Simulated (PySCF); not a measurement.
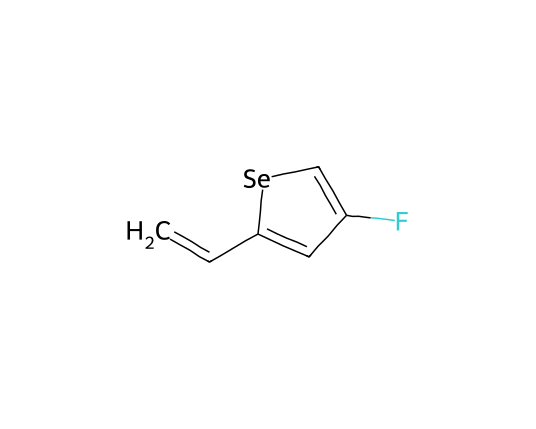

2D structure.

**Give its SMILES.**

C=Cc1cc(F)c[se]1

**What is the molecular formula?**

C6H5FSe.

**An optimisation with GFN2-xTB gave a structure of which point group?**

Cs. Other conformers may differ.

The parts below concern this one geometry. Atoms keep their numbers from picture to picture. Computed geometry: GFN2-xTB optimisation. No frequency run is at hand to confirm it as a minimum.

Dipole moment

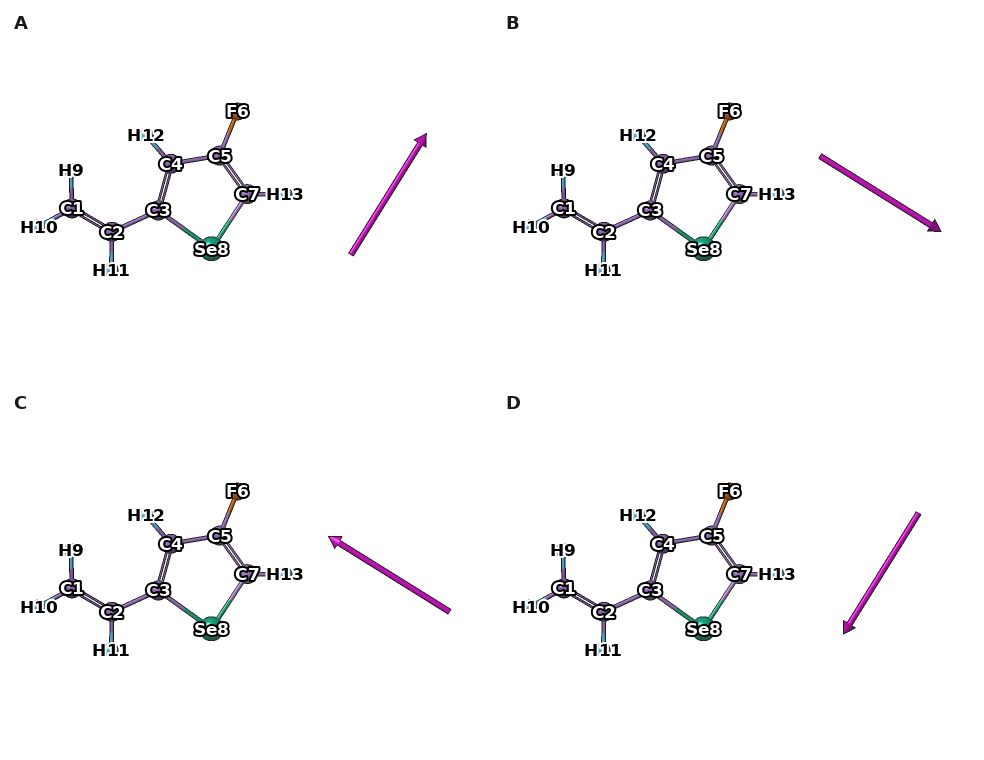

The same molecule four times, each with an arrow. No frequency run is at hand to confirm it as a minimum. Properties computed with B3LYP/def2-SVPD, gas phase (PySCF 2.14.0).

**Which arrow points along the dipole moment, from the negative to the positive end?**

D. The dipole moment is 1.44 D; it points from the side of F6 to the side of H10, H11 (the outermost atoms at the two ends).

Polarisability

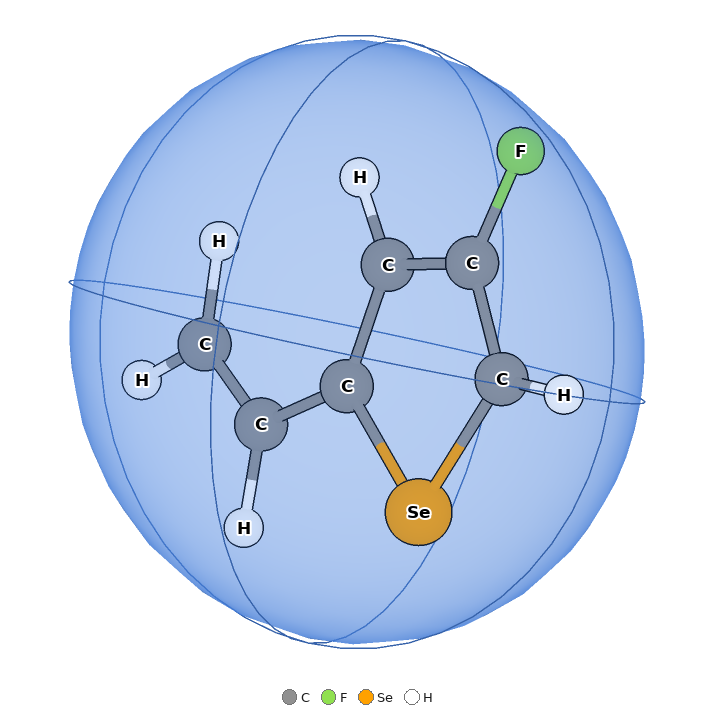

The ellipsoid shows the static dipole polarisability: its half-axes are proportional to the principal values. No frequency run is at hand to confirm it as a minimum. Computed with B3LYP/def2-SVPD (PySCF 2.14.0).

**How large and how anisotropic is the polarisability?**

Principal values 59.2, 102.4, 140.9 bohr³; mean 100.8 bohr³ (14.94 Å³); anisotropy 70.8 bohr³, so the longest axis is 2.38 times the shortest.

Excitation

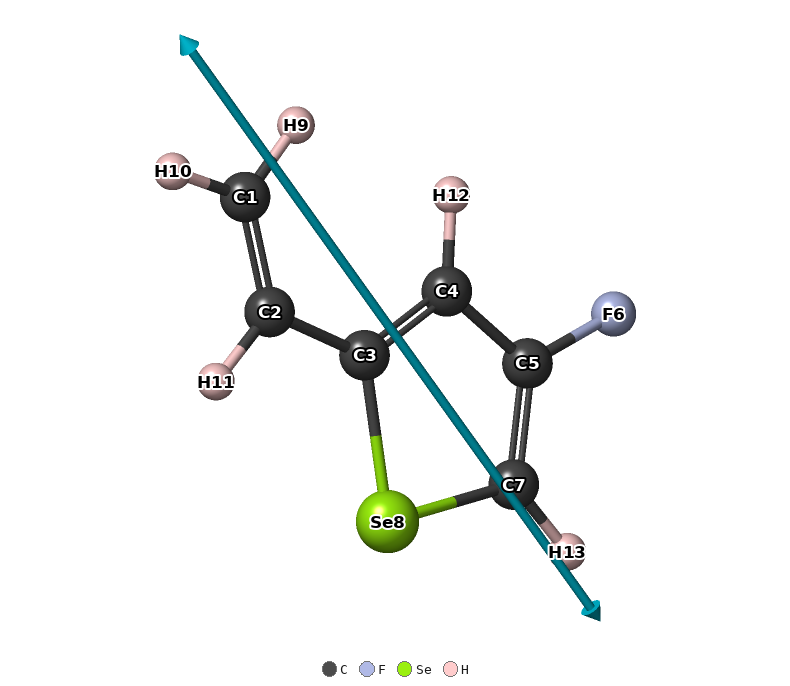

The double arrow shows the direction of the transition dipole to excited singlet state 1 (its length means nothing). No frequency run is at hand to confirm it as a minimum. Properties computed with TDDFT B3LYP/def2-SVPD, vertical, gas phase, core orbitals frozen in the response (PySCF 2.14.0).

**How is the transition polarised?**

In the molecular plane, at 33° to the long direction C1···F6.

**Where does the transition lie, and how strong is it?**

4.27 eV (290 nm), oscillator strength 0.31, mainly HOMO → LUMO (weight 0.93); transition dipole 4.39 D.

The geometry is semi-empirical. Around Se such bond lengths and angles can be off by a tenth of an ångström or more and by several degrees, and values that hang on the shape move with them.
